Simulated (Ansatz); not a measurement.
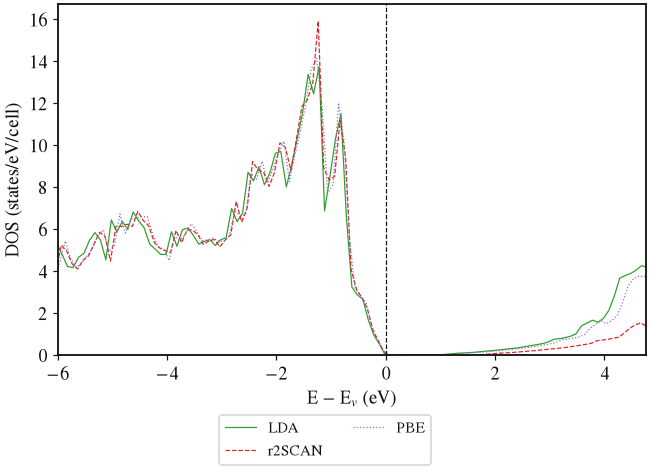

Total densities of states of SnGe₃O₈, space group Cmmm, 12 atoms in the cell, by three methods on the same cell. Each is counted from its own valence-band top.

> How do the methods compare?

LDA gives a gap of 0.76 eV, r2SCAN gives a gap of 1.53 eV and PBE gives a gap of 0.88 eV.

Settings. LDA: DFT LDA, scalar-relativistic, plane waves, PAW, no spin polarisation, 6×6×6 k mesh, 420 eV cutoff (Ansatz). r2SCAN: DFT r2SCAN, scalar-relativistic, plane waves, PAW, no spin polarisation, 6×6×6 k mesh, 500 eV cutoff, Gaussian smearing of 0.02 eV (Ansatz). PBE: DFT PBE, scalar-relativistic, plane waves, PAW, no spin polarisation, 6×6×6 k mesh, 420 eV cutoff, Gaussian smearing of 0.02 eV (Ansatz).

The structure is an invented one, so it need not be a known or stable phase.
